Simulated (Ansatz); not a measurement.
# KTaSe3 (model cell, started as cubic perovskite with Ta in the octahedra): phonons and vibrational spectra

Wanted: vibrations and spectra of KTaSe3 (model cell, started as cubic perovskite with Ta in the octahedra); the cell is already relaxed. After the zone centre comes a 2×2×2 q mesh on a 8×8×8 k mesh.

Main program and level: Ansatz 0.2.0; DFT LDA, scalar-relativistic, plane waves, PAW; PAW set soft_1.

The structure was built from a prototype and need not be the compound's stable phase.

## (1) Set-up

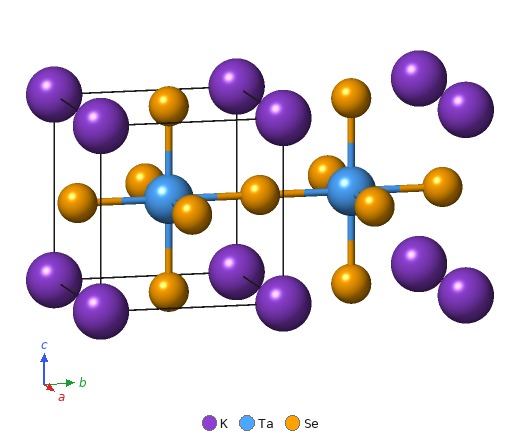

The cell as given, slightly off an axis (potassium purple, tantalum blue, selenium orange). 1×2×1 cells are drawn. Some periodic images of atoms are drawn too.

## (2) Zone-centre response

The cell comes from relaxations at this level that are not shown. The zone centre comes first: it holds the modes that light can see, as far as symmetry allows. No field response is asked, since the mesh shows no gap.

input.yaml reads:

```yaml
crystal:
  lattice:
    - [4.998906978, 0.0, 0.0]
    - [0.0, 4.998906978, 0.0]
    - [0.0, 0.0, 4.998906978]
  atoms:
    - { symbol: K, position: [0.0, 0.0, 0.0] }
    - { symbol: Ta, position: [0.5, 0.5, 0.5] }
    - { symbol: Se, position: [0.5, 0.5, 0.0] }
    - { symbol: Se, position: [0.5, 0.0, 0.5] }
    - { symbol: Se, position: [0.0, 0.5, 0.5] }
kpoints:
  mp_grid: { grid: [8, 8, 8] }
hamiltonian:
  xc: lda
  pseudopotentials: { kind: paw, azcp: { folder: soft_1 }, xc_functional: pbe }
scf:
  occupations: { method: methfessel_paxton, width: 0.2 }
output:
  eigenvalues: true
phonons:
  method: dfpt
```

On the command line:

```
ansatz run input.yaml --threads 4 --pin off --max-ram 16384MiB --backend cpu --events-out ev --progress --plain --runs-dir out
```

Numbers of over 12 decimals in the logs are rounded to 6 here.

Output:

```text
zone centre: on kpoints.mp_grid the ground state, and the responses unless they are solved on pairs of k-points, stand on 125 of the mesh's 512 k-points, reduced under 8 symmetry operations, with k and −k counted as one. Each operation leaves every solved displacement unchanged or reverses it
Engine: ansatz 0.2.0, aarch64-unknown-linux-gnu
Pseudopotentials: kind: paw
Pseudopotential: K, paw, valence charge 9, recommended cutoff 420 eV (normal), soft_1/K.paw.azcp
Pseudopotential: Ta, paw, valence charge 13, recommended cutoff 420 eV (normal), soft_1/Ta.paw.azcp
Pseudopotential: Se, paw, valence charge 16, recommended cutoff 420 eV (normal), soft_1/Se.paw.azcp
Functional definition: SPW92
  exchange = slater_x
  correlation = pw_c
Crystal: 5 atoms, lattice volume = 124.918 Å³
Basis set: ecut = 420 eV, 2469 PW (Γ), exchange–correlation on 72×72×72 points (8 copies of the dense FFT grid, shifted against one another)
Bands: 42, of which v1, the nominal top of the filled ones, is band 35 counted from 1 (34 counted from 0)
Symmetry: 48 space group operations
k-points: 125 of 512 (irreducible under 8 space group operations)
Non-local potential: K, projectors of the file, l = 0: 3, l = 1: 2, l = 2: 2
Non-local potential: Ta, projectors of the file, l = 0: 3, l = 1: 2, l = 2: 2, l = 3: 1
Non-local potential: Se, projectors of the file, l = 0: 2, l = 1: 2, l = 2: 3, l = 3: 1
PAW form: soft (Blöchl's): semilocal exchange-correlation on the pseudo side does not see the compensation charge
PAW frozen core: K, regenerated for the run's functional, and the local potential with it (the file was generated under x = pbe(κ = 0.804, μ = 0.219515), c = pbe(β = 0.066725))
PAW frozen core: Ta, regenerated for the run's functional, and the local potential with it (the file was generated under x = pbe(κ = 0.804, μ = 0.219515), c = pbe(β = 0.066725))
PAW frozen core: Se, regenerated for the run's functional, and the local potential with it (the file was generated under x = pbe(κ = 0.804, μ = 0.219515), c = pbe(β = 0.066725))
PAW one-centre angular grid: K, 110 points (default); XC on 64 Gauss nodes
PAW one-centre angular grid: Ta, 590 points (default); XC on 64 Gauss nodes
PAW one-centre angular grid: Se, 590 points (default); XC on 64 Gauss nodes
Initial density: superposition of atomic densities (chi_scale 0.1, normalization cell, long waves kept (reshape's long-wave potential 0.00 eV rms))
Initial wavefunctions: pseudopotential atomic-orbital guess
Functional: x = slater, c = lda
SCF iter   1: F=—  HF=-27334.667809 eV  |F-HF|=—  |Δ(HF+E_count)|=         —  Δρ=4.68e-2  dr2=4.82e0  ethr=3.10e-3  ⟨swp⟩=7.6  Hψ=20026  notcnv=0
preconditioner: auto → Kerker (q_TF=auto, 2.477 Å⁻¹)  [metal: Δε(μ)=0.057 eV  Ē_g=10.276 eV  σ=0.200 eV  W_gap=0.24  n_scr=26 (ndim 8)  ℏωp=18.2 eV  f_vac=0.008  D(μ)=3.45/eV (n_scr^D=26)]
SCF iter   2: F=—  HF=-27333.747831 eV  |F-HF|=—  |Δ(HF+E_count)|=   9.20e-1  S|Δr|=    0.00e0  Δρ=2.40e-2  dr2=1.29e0  ethr=3.10e-3  ⟨swp⟩=2.1  Hψ=7817  notcnv=0  defer=210
SCF iter   3: F=—  HF=-27333.344701 eV  |F-HF|=—  |Δ(HF+E_count)|=   4.03e-1  S|Δr|=    0.00e0  Δρ=5.89e-3  dr2=9.96e-2  ethr=1.84e-3  ⟨swp⟩=2.4  Hψ=7763  notcnv=0  defer=210
SCF iter   4: F=—  HF=-27333.312585 eV  |F-HF|=—  |Δ(HF+E_count)|=   3.21e-2  S|Δr|=    0.00e0  Δρ=3.05e-3  dr2=3.68e-2  ethr=1.42e-4  ⟨swp⟩=2.0  Hψ=10169  notcnv=0  defer=211
SCF iter   5: F=—  HF=-27333.295162 eV  |F-HF|=—  |Δ(HF+E_count)|=   1.74e-2  S|Δr|=    0.00e0  Δρ=1.42e-3  dr2=5.37e-3  ethr=5.26e-5  ⟨swp⟩=2.3  Hψ=9087  notcnv=0  defer=211
SCF iter   6: F=—  HF=-27333.293291 eV  |F-HF|=—  |Δ(HF+E_count)|=   1.87e-3  S|Δr|=    0.00e0  Δρ=3.60e-4  dr2=2.85e-4  ethr=7.68e-6  ⟨swp⟩=2.0  Hψ=6830  notcnv=0  defer=211
SCF iter   7: F=—  HF=-27333.293276 eV  |F-HF|=—  |Δ(HF+E_count)|=   1.51e-5  S|Δr|=    0.00e0  Δρ=1.29e-4  dr2=3.78e-5  ethr=4.08e-7  ⟨swp⟩=2.0  Hψ=6774  notcnv=0  defer=211
SCF iter   8: F=—  HF=-27333.293275 eV  |F-HF|=—  |Δ(HF+E_count)|=   9.91e-7  S|Δr|=    0.00e0  Δρ=3.43e-5  dr2=2.86e-6  ethr=5.39e-8  ⟨swp⟩=2.0  Hψ=6018  notcnv=0  defer=211
SCF iter   9: F=—  HF=-27333.293275 eV  |F-HF|=—  |Δ(HF+E_count)|=   4.43e-7  S|Δr|=    0.00e0  Δρ=1.03e-5  dr2=2.51e-7  ethr=4.09e-9  ⟨swp⟩=2.0  Hψ=9262  notcnv=0  defer=211
SCF iter  10: F=—  HF=-27333.293275 eV  |F-HF|=—  |Δ(HF+E_count)|=   4.91e-8  S|Δr|=    0.00e0  Δρ=2.96e-6  dr2=1.16e-8  ethr=3.59e-10  ⟨swp⟩=2.2  Hψ=8218  notcnv=0  defer=211
SCF iter  11: F=—  HF=-27333.293275 eV  |F-HF|=—  |Δ(HF+E_count)|=   5.94e-9  S|Δr|=    0.00e0  Δρ=5.53e-7  dr2=4.42e-10  ethr=1.65e-11  ⟨swp⟩=2.0  Hψ=5773  notcnv=0  defer=211
SCF iter  12: F=—  HF=-27333.293275 eV  |F-HF|=—  |Δ(HF+E_count)|=  2.29e-10  S|Δr|=    0.00e0  Δρ=1.62e-7  dr2=3.47e-11  ethr=1.00e-12  ⟨swp⟩=2.2  Hψ=9201  notcnv=0  defer=211
SCF iter  13: F=-27333.293275 eV  HF=-27333.293275 eV  |F-HF|=1.46e-11  |Δ(HF+E_count)|=  3.64e-12  S|Δr|=    0.00e0  Δρ=3.33e-8  dr2=9.39e-13  ethr=1.00e-12  ⟨swp⟩=11.7  Hψ=28483  notcnv=0
SCF 1 converged in 13 iterations: F = -27333.293275 eV  dr2 = 9.39e-13
  greatest PAW one-centre occupation: 1.000 electrons in one spin orbital (limit 2), on the Se atom at site 4 (counted from 0), in its partial waves of l = 2
DFPT response loops at Γ: preconditioner auto → Kerker (q_TF=auto, 2.477 Å⁻¹) (partly filled bands, converged f_vac=0.042); β = 1.00, the filter's whole step (`scf.mixing.beta` (0.50) is not read by the response loops under this deck's `scf.mixing.preconditioner`; to damp them name `kerker` or `kerker_dos`, under which they read `scf.mixing.beta`, and type it under 1.00, their step now; both keys bind the ground state too); Broyden in place of MSR1
SCF converged after 13 iterations
Stability not checked: this state was not tested for a lower state beside it, because cold or Methfessel-Paxton smearing, or corrected tetrahedra, fill the levels in a way that the test cannot read (fill_not_monotonic; see scf.lower_state_search)
Free energy (F): -27333.293275 eV
Harris-Foulkes:  -27333.293275 eV  (|F-HF|=1.46e-11)
Internal energy: -27333.281853 eV  (E = F + TS)
E sigma→0 (E₀):  -27333.290420 eV
Entropy (-TS):   -0.011422 eV (-2.284 meV/atom)
Fermi energy:    8.278294 eV
Step filling:    the computed levels leave a gap of 0.0714 eV = 0.4 smearing widths at the electron count; against every level under it full and every level over it empty, smearing changes F+E_penalty+E_count by -2.560 meV and its σ→0 estimate by +0.295 meV
--- Per-component energies (eV) ---
  E_band       = -1468.784411
  E_kinetic    = 983.652234
  E_local      = -10023.614349  (includes V_loc(G=0)·N_el)
  E_nonlocal   = -1042.091052
  E_hartree    = 5002.893353
  E_xc         = -706.878236
  E_vxc        = -670.917186  (∫ρ·V_xc dr)
  E_paw        = -14938.060108  (= ΣΔE_a)
  E_vpaw       = -721.599687  (= ΣTr[D̂ρ^β])
  E_aug_tail   = -0.001027  (compensation charges beyond the density's cutoff)
  E_ewald      = -6616.351246
  E_core_change = 7.168577  (= ΣΔE_core)
  E_smearing   = -0.011422  (= −TS)
  E_closure    = 0.000000  (closes the sum)
  Σ components = -27333.293275   (vs F -27333.293275, Δ=0.00e0)
--- Band table (eV; the first three rows and the last of 125) ---
  k-point 0: bands = [... 31 lower, 6.9847, 7.4134, 7.4134, 7.4134, 7.7858, 7.7858, 7.7858, 9.8038, ... 3 higher]
  k-point 1: bands = [... 31 lower, 6.8767, 7.1222, 7.4227, 7.4874, 7.4874, 8.3395, 8.3395, 9.8178, ... 3 higher]
  k-point 2: bands = [... 31 lower, 6.2446, 6.6428, 7.4457, 7.4753, 7.4753, 9.2217, 9.2217, 9.8428, ... 3 higher]
  k-point 124: bands = [... 31 lower, 3.6641, 8.5047, 8.5047, 8.5047, 10.4980, 10.4980, 10.4980, 11.5624, ... 3 higher]
--- Phonons (Γ-DFPT): 4 representative perturbations + reference, on 125 of 512 k-points (Σ response iterations 13) ---
  k mesh reduced under 8 symmetry operations, with k and −k counted as one. Each operation leaves every solved displacement unchanged or reverses it
  ASR residual: 4.046e-5 → 0.000e0 eV/Å²; symmetrization residual: 5.599e-6 eV/Å²
  ASR residual per site (eV/Å²): 1.07e-5 1.04e-6 4.05e-5 4.05e-5 4.05e-5
  Γ frequencies (cm⁻¹): 0.00 0.00 0.00 45.85 45.85 45.85 61.21 61.21 61.21 80.42 80.42 80.42 230.71 230.71 230.71
  non-analytic LO–TO correction: not included (Born effective charges unavailable; polar crystals: no LO–TO splitting at Γ)
```

It took 1.7 min on 4 threads of Arm Neoverse V1, shared host; peak memory 2.2 GiB.

This step gave:

| Property | Result |
| --- | --- |
| volume per atom | 24.98 Å³ |
| gap on the k-mesh | 0 eV |
| sum-rule residual before enforcement | 4.05e-5 eV/Å² |
| point group | m-3m |
| highest optical mode at the zone centre (no LO-TO term) | 230.7 cm⁻¹ |
| lowest optical zone-centre mode | 45.85 cm⁻¹ |

Patterns of degenerate modes are one choice out of their space. Modes at Γ, with each element's share of the kinetic energy:

| mode | frequency (cm⁻¹) | symmetry | K % | Ta % | Se % |
| --- | --- | --- | --- | --- | --- |
| 1 | 0.0 | acoustic | 9 | 40 | 52 |
| 2 | 0.0 | acoustic | 9 | 40 | 52 |
| 3 | 0.0 | acoustic | 9 | 40 | 52 |
| 4 | 45.9 | T1u | 22 | 48 | 30 |
| 5 | 45.9 | T1u | 22 | 48 | 30 |
| 6 | 45.9 | T1u | 22 | 48 | 30 |
| 7 | 61.2 | T2u | 0 | 0 | 100 |
| 8 | 61.2 | T2u | 0 | 0 | 100 |
| 9 | 61.2 | T2u | 0 | 0 | 100 |
| 10 | 80.4 | T1u | 69 | 3 | 27 |
| 11 | 80.4 | T1u | 69 | 3 | 27 |
| 12 | 80.4 | T1u | 69 | 3 | 27 |
| 13 | 230.7 | T1u | 0 | 9 | 91 |
| 14 | 230.7 | T1u | 0 | 9 | 91 |
| 15 | 230.7 | T1u | 0 | 9 | 91 |

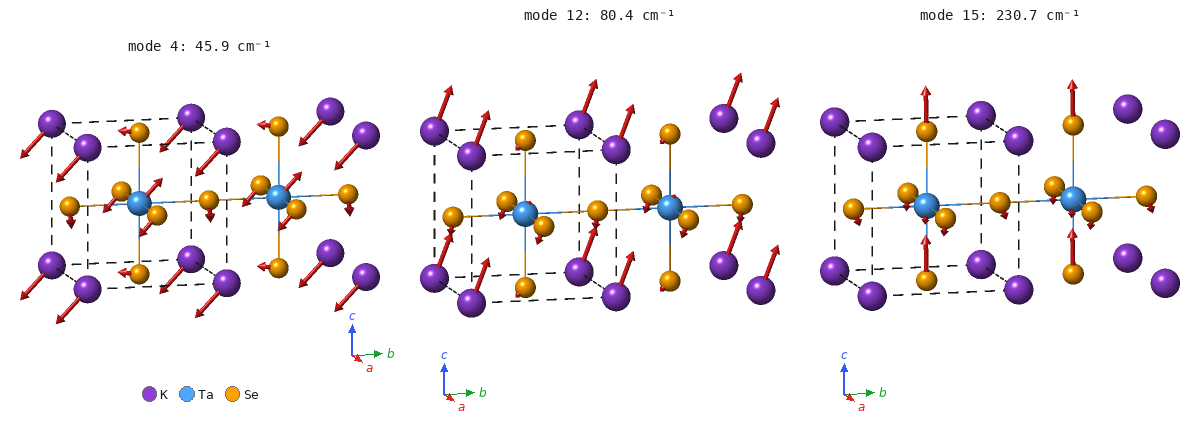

Displacement patterns of modes 4, 12 and 15 at Γ; arrows are exaggerated. 1×2×1 cells are drawn. Some periodic images of atoms are drawn too.

Before it was imposed, the acoustic sum rule was missed by 4.0e-5 eV/Å². Small misses are needed for a sound result but don't prove that mesh and cutoff are converged. The lowest optical mode is real, 45.9 cm⁻¹.

(Continued in part 2 of 2.)

[Logs are printed without paths, hosts, clocks, repeated set-up lines and the standing remarks that a program may print on its own settings, such as how far it seeks lower states.]

[Hosts, paths, dates, database ids (printed as entryN), source tags and the programs' standing remarks are cut or masked in the printed files.]
